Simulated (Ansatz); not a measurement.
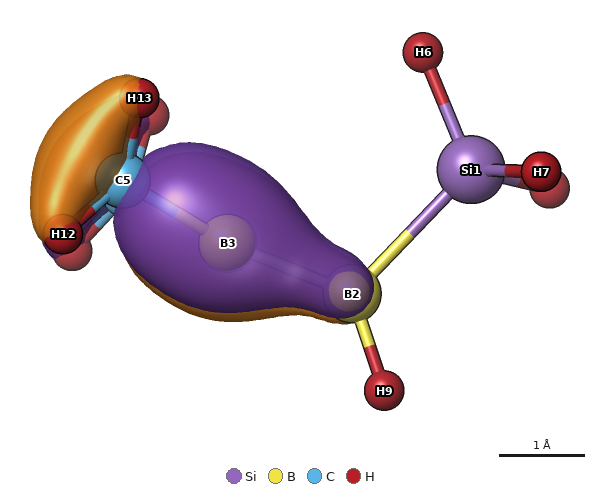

Figure. C2H8B2Si. One frontier orbital at ±0.15 Å⁻³ᐟ² (orange and purple are the two phases), seen across its widest extent.

Theory: RKS r2SCAN-D4/def2-SVP (Ansatz 0.2.0).

```xyz
13

Si   -2.1883   -0.1218    0.6643
B    -0.5378    1.0423    0.7999
B     0.6862    0.4116    0.0168
C     1.4396    0.0898   -1.3268
C     1.8519   -0.6399   -0.0935
H    -1.9862   -1.3676   -0.1431
H    -2.6423   -0.5421    2.0301
H    -3.3060    0.6479    0.0263
H    -0.6199    2.0639    1.4361
H     2.0872    0.8817   -1.7207
H     0.8650   -0.4390   -2.0958
H     2.7935   -0.3672    0.3971
H     1.5779   -1.6943    0.0241
```

Which orbital is it: HOMO or LUMO?

The HOMO, at −6.45 eV. It lies mainly on B3 (about 35 %), C4 (about 20 %), C5 (about 20 %) and B2 (about 10 %).
